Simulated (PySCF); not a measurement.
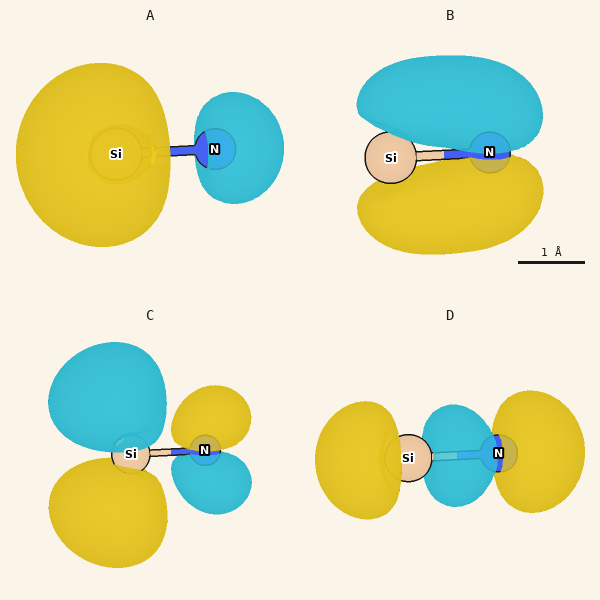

Figure. SiN (doublet). Four frontier β-spin orbitals, each drawn at the value that holds 80 % of its norm (yellow and cyan are the two phases), in no order; of a degenerate pair one member is drawn.

Theory: PBE0/def2-TZVP, non-relativistic Hamiltonian with scalar-relativistic core potentials where named, at a bond length of 1.566 Å (PySCF).

Question: Label each orbital by symmetry, say whether it is occupied, and order them by energy.

Answer: Orbital A: σ, occupied in this spin, −10.60 eV; mainly on Si (80 %).
Orbital B: π, occupied in this spin, −7.92 eV; bonding, with no node between the atoms.
Orbital D: σ, empty in this spin, −4.57 eV; shared between the atoms (Si 35 %, N 65 %).
Orbital C: π, empty in this spin, −1.45 eV; mainly on Si (75 %).
